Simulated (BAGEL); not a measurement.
# C2H3B (SMILES BC#C): HF/STO-3G (density fitting with qzvpp-jkfit)

What is the vertical electron affinity of C2H3B at HF/STO-3G (density fitting with qzvpp-jkfit)? 

The calculation is run with BAGEL 1.2.2.

2 further runs of the same task are left out: 2 set aside as unsound or not needed. Runs told in other sessions of the task aren't counted.

## 1. The structure to begin with

C2H3B: 6 atoms, total charge 0, spin state singlet. As SMILES, `BC#C`. Geometry: relaxed at PBE0-D4/def2-TZVP.

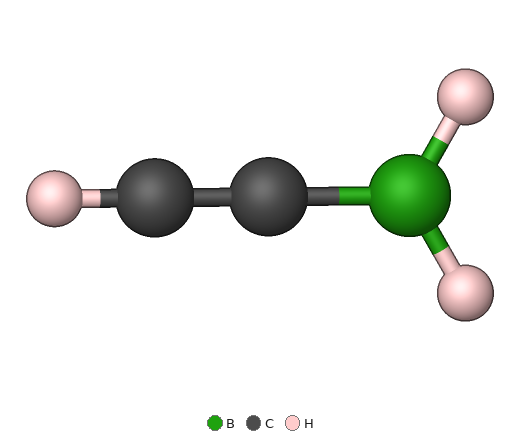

Viewed from a chosen angle; boron green, carbon dark grey, hydrogen pink.

## 2. The energy at HF/STO-3G (density fitting with qzvpp-jkfit)

The input, hf.json:

```json
{ "bagel": [

{
  "title": "molecule",
  "basis": "sto-3g",
  "df_basis": "qzvpp-jkfit",
  "angstrom": "true",
  "geometry": [
    { "atom": "B", "xyz": [   -0.830400,    0.647300,   -0.394300 ] },
    { "atom": "C", "xyz": [    0.278600,   -0.224100,    0.117900 ] },
    { "atom": "C", "xyz": [    1.172700,   -0.926600,    0.530500 ] },
    { "atom": "H", "xyz": [   -1.756200,    0.156700,   -0.965700 ] },
    { "atom": "H", "xyz": [   -0.783300,    1.828200,   -0.228600 ] },
    { "atom": "H", "xyz": [    1.960800,   -1.545600,    0.894000 ] }
  ]
},
{
  "title": "hf"
},
{
  "title": "print",
  "file": "orbitals.molden",
  "orbitals": "true"
}

]}
```

Started as:

```bash
$ BAGEL_NUM_THREADS=1 BAGEL hf.json > hf.out
```

Standard output:

```text
* using 1 threads per process

  ===============================================================
  ===============================================================

  *** Geometry ***

  { "atom" : "B", "xyz" : [     -1.569229,      1.223220,     -0.745119 ] },
  { "atom" : "C", "xyz" : [      0.526478,     -0.423488,      0.222799 ] },
  { "atom" : "C", "xyz" : [      2.216082,     -1.751020,      1.002500 ] },
  { "atom" : "H", "xyz" : [     -3.318737,      0.296120,     -1.824909 ] },
  { "atom" : "H", "xyz" : [     -1.480222,      3.454797,     -0.431991 ] },
  { "atom" : "H", "xyz" : [      3.705375,     -2.920761,      1.689415 ] },

  Number of auxiliary basis functions:      279

  Since a DF basis is specified, we compute 2- and 3-index integrals:
    o Being stored without compression. Storage requirement is 0.001 GB

  Number of basis functions:       18
  Number of electrons      :       20

    * METHOD: MOLECULE                             0.04

  *** RHF ***

  === Nuclear Repulsion ===
    46.7381231439

      * DIIS with orbital gradients will be used.

  === RHF iteration (sto-3g) ===
      0       -100.78358882          0.01420913           0.00
      1       -100.81699467          0.00424204           0.00
      2       -100.81926525          0.00259511           0.00
      3       -100.81980151          0.00062580           0.00
      4       -100.81985596          0.00026637           0.00
      5       -100.81987993          0.00009216           0.00
      6       -100.81988260          0.00003923           0.00
      7       -100.81988310          0.00000190           0.00
      8       -100.81988310          0.00000041           0.00
      9       -100.81988310          0.00000029           0.00
     10       -100.81988310          0.00000004           0.00
     11       -100.81988310          0.00000001           0.00
    * SCF iteration converged.

    * Permanent dipole moment:
           (   -0.204203,     0.160337,    -0.094106) a.u.

    * METHOD: HF                                   0.05

    * METHOD: PRINT                                0.00

  ===============================================================
```

It took 0.24 s on 1 thread of Arm Neoverse V2, shared host.

## 3. The doublet anion at the same level

The input, calc.json:

```json
{ "bagel" : [

{
  "title" : "molecule",
  "basis" : "sto-3g",
  "df_basis" : "qzvpp-jkfit",
  "angstrom" : true,
  "geometry" : [
    { "atom" : "B", "xyz" : [      -0.830400,       0.647300,      -0.394300 ] },
    { "atom" : "C", "xyz" : [       0.278600,      -0.224100,       0.117900 ] },
    { "atom" : "C", "xyz" : [       1.172700,      -0.926600,       0.530500 ] },
    { "atom" : "H", "xyz" : [      -1.756200,       0.156700,      -0.965700 ] },
    { "atom" : "H", "xyz" : [      -0.783300,       1.828200,      -0.228600 ] },
    { "atom" : "H", "xyz" : [       1.960800,      -1.545600,       0.894000 ] }
  ]
},

{
  "title" : "uhf",
  "charge" : -1,
  "nopen" : 1
},

{
  "title" : "print",
  "file" : "orbitals.molden",
  "orbitals" : true
}

]}
```

Started as:

```bash
$ BAGEL_NUM_THREADS=1 BAGEL calc.json > calc.out
```

Standard output:

```text
* using 1 threads per process

  ===============================================================
  ===============================================================

  *** Geometry ***

  { "atom" : "B", "xyz" : [     -1.569229,      1.223220,     -0.745119 ] },
  { "atom" : "C", "xyz" : [      0.526478,     -0.423488,      0.222799 ] },
  { "atom" : "C", "xyz" : [      2.216082,     -1.751020,      1.002500 ] },
  { "atom" : "H", "xyz" : [     -3.318737,      0.296120,     -1.824909 ] },
  { "atom" : "H", "xyz" : [     -1.480222,      3.454797,     -0.431991 ] },
  { "atom" : "H", "xyz" : [      3.705375,     -2.920761,      1.689415 ] },

  Number of auxiliary basis functions:      279

  Since a DF basis is specified, we compute 2- and 3-index integrals:
    o Being stored without compression. Storage requirement is 0.001 GB

  Number of basis functions:       18
  Number of electrons      :       20

    * METHOD: MOLECULE                             0.04

  *** Open-shell HF ***

  === Nuclear Repulsion ===
    46.7381231439

      * DIIS with orbital gradients will be used.

  === UHF iteration (sto-3g) ===
      0       -100.60607670          0.03200381           0.00
      1       -100.65306938          0.01153780           0.00
      2       -100.65981951          0.00807765           0.00
      3       -100.66222444          0.00193238           0.00
      4       -100.66410634          0.00102413           0.00
      5       -100.66524357          0.00067760           0.00
      6       -100.66592165          0.00048780           0.00
      7       -100.66714083          0.00015261           0.00
      8       -100.66740447          0.00009486           0.00
      9       -100.66758730          0.00008522           0.00
     10       -100.66782489          0.00005356           0.00
     11       -100.66794792          0.00001762           0.00
     12       -100.66794754          0.00001149           0.00
     13       -100.66794850          0.00000237           0.00
     14       -100.66794857          0.00000110           0.00
     15       -100.66794866          0.00000090           0.00
     16       -100.66794867          0.00000022           0.00
     17       -100.66794867          0.00000011           0.00
     18       -100.66794867          0.00000004           0.00
     19       -100.66794867          0.00000001           0.00
    * SCF iteration converged.

    * S^2 (UHF) is 0.9838

    * Permanent dipole moment:
           (   -1.117844,     0.878237,    -0.516096) a.u.

    * METHOD: UHF                                  0.10

    * METHOD: PRINT                                0.00

  ===============================================================
```

Wall time 0.3 s (1 thread of Arm Neoverse V2, shared host).

## 4. Outcome

At HF/STO-3G (density fitting with qzvpp-jkfit):

| quantity | value |
| --- | --- |
| singlet C2H3B: total energy | -100.81988 Eh |
| singlet C2H3B: dipole moment | 0.70 D |
| singlet C2H3B: HOMO energy | -9.06 eV |
| singlet C2H3B: LUMO energy | 5.28 eV |
| singlet C2H3B: HOMO–LUMO gap | 14.34 eV |
| doublet anion: total energy | -100.66795 Eh |
| doublet anion: ⟨S²⟩ | 0.984 |
| vertical electron affinity (to the doublet anion) | -4.134 eV |

**Reading.** The anion lies 4.13 eV (399 kJ/mol) above the neutral: the electron isn't bound at this level, and such a value depends on the basis. Without diffuse functions anions come out too high. Hartree–Fock misses the correlation that binds many anions. In a minimal basis such a difference can be off by several eV, whatever the method. ⟨S²⟩ (doublet anion) is 0.98 where a pure doublet has 0.75: the reference is spin-contaminated.
